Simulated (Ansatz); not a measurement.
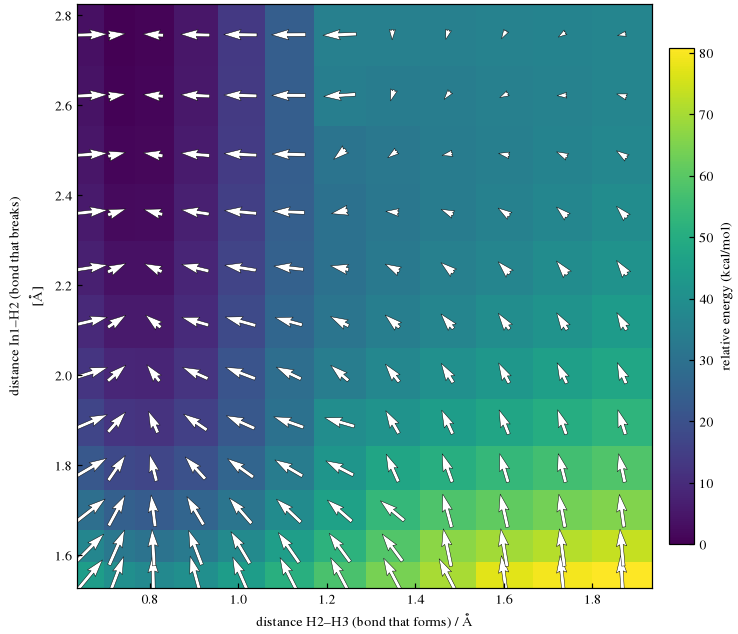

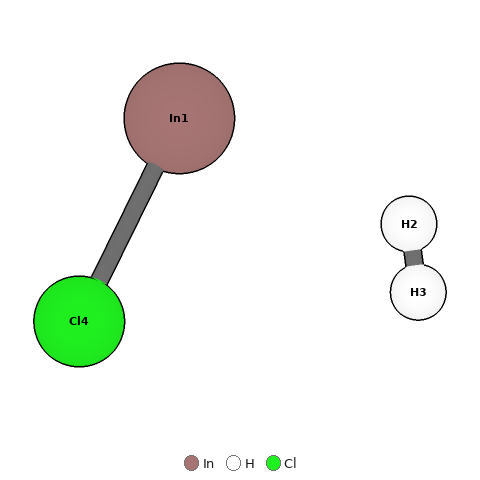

Energy landscape of the reacting system ClH₂In (fragments ClH₂In where the first distance is long, ClIn + H₂ where the second is long). 
- Coordinates scanned: (1) distance H2–H3 (bond that forms); (2) distance In1–H2 (bond that breaks).
- Relaxed at each point: all other coordinates.
- Grid: 12 × 12 points.
- Points are written as (first, second).
- All energies are given in kcal/mol relative to the lowest grid point.
- Energies and slopes of some neighbouring points disagree (a jump in structure or state, or too coarse a mesh). The reference is spin-restricted, so regions where a bond is pulled apart into radicals lie too high.
- These are results of Ansatz 0.2.0, RKS PBE-D4/def2-TZVP, not measurements.

The picture shows one coloured cell a grid point, arrows along the force (downhill), their lengths compressed. The second picture is the structure at the lowest point.

Q: What does the map say about the system?

A: The lowest grid point is at (0.726 Å, 2.757 Å). It lies in a valley that leaves the map towards separated partners. The highest grid point, (1.866 Å, 1.557 Å), lies 80.8 kcal/mol above the lowest.

Grid values (kcal/mol):

| second ↓, first → | 0.666 | 0.726 | 0.808 | 0.903 | 1.005 | 1.114 | 1.229 | 1.348 | 1.472 | 1.600 | 1.731 | 1.866 |
| --- | --- | --- | --- | --- | --- | --- | --- | --- | --- | --- | --- | --- |
| 2.757 | 3.4 | 0.0 | 0.6 | 5.0 | 13.4 | 23.8 | 34.8 | 34.8 | 35.0 | 35.4 | 36.0 | 36.7 |
| 2.622 | 3.9 | 0.5 | 1.0 | 5.4 | 13.7 | 23.8 | 34.2 | 33.5 | 34.0 | 34.8 | 35.7 | 36.8 |
| 2.491 | 4.6 | 1.1 | 1.6 | 6.0 | 14.1 | 23.9 | 31.1 | 32.4 | 33.4 | 34.6 | 36.0 | 37.5 |
| 2.363 | 5.7 | 2.1 | 2.4 | 7.0 | 14.9 | 24.2 | 30.0 | 32.0 | 33.6 | 35.3 | 37.0 | 38.8 |
| 2.239 | 7.2 | 3.5 | 3.6 | 8.5 | 16.1 | 24.8 | 30.1 | 32.7 | 34.8 | 36.9 | 38.9 | 41.0 |
| 2.120 | 9.4 | 5.6 | 5.5 | 9.7 | 18.2 | 26.4 | 31.3 | 34.3 | 36.9 | 39.3 | 41.6 | 43.9 |
| 2.005 | 12.5 | 8.6 | 8.2 | 12.1 | 21.1 | 28.8 | 33.8 | 37.3 | 40.2 | 42.8 | 45.3 | 47.6 |
| 1.896 | 16.6 | 12.5 | 11.9 | 15.4 | 22.0 | 30.3 | 39.2 | 41.6 | 44.8 | 47.6 | 50.1 | 52.5 |
| 1.794 | 22.0 | 17.7 | 16.8 | 19.9 | 26.0 | 33.7 | 42.0 | 47.4 | 50.8 | 53.7 | 56.2 | 58.4 |
| 1.699 | 29.0 | 24.4 | 23.2 | 25.9 | 31.5 | 38.7 | 46.4 | 53.9 | 58.3 | 61.2 | 63.6 | 65.6 |
| 1.617 | 37.2 | 32.4 | 30.8 | 33.1 | 38.2 | 44.8 | 51.9 | 58.9 | 66.8 | 69.6 | 71.8 | 73.5 |
| 1.557 | 44.8 | 39.8 | 38.0 | 39.9 | 44.7 | 50.9 | 57.5 | 64.1 | 70.3 | 77.2 | 79.3 | 80.8 |

The input of one point:

```yaml
crystal:
  periodic: [false, false, false]
  atoms:
    - { symbol: In, position_ang: [0.156654, 1.65581, -0.167257] }
    - { symbol: H, position_ang: [1.094684, -0.935901, -0.102569] }
    - { symbol: H, position_ang: [0.865772, -1.618103, -0.006261] }
    - { symbol: Cl, position_ang: [-2.117211, 0.898294, 0.276085] }
basis:
  gaussian: { orbitals: def2-TZVP }
hamiltonian:
  xc: pbe
  dispersion: d4
output:
  forces: true
relax:
  f_tol: 0.02
  max_steps: 50
  escape_saddle: false
  constraints: [{ distance: [1, 2] }, { distance: [0, 1] }]
scf:
  lower_state_search: "off"
```

Each point was launched as `ansatz run input.yaml --threads 1 --pin off --max-ram 2560MiB --backend cpu --events-out ev --progress --plain --runs-dir out`. Time for the 144 points that were run: 11 min on 1 thread of Arm Neoverse V2, on a shared host.
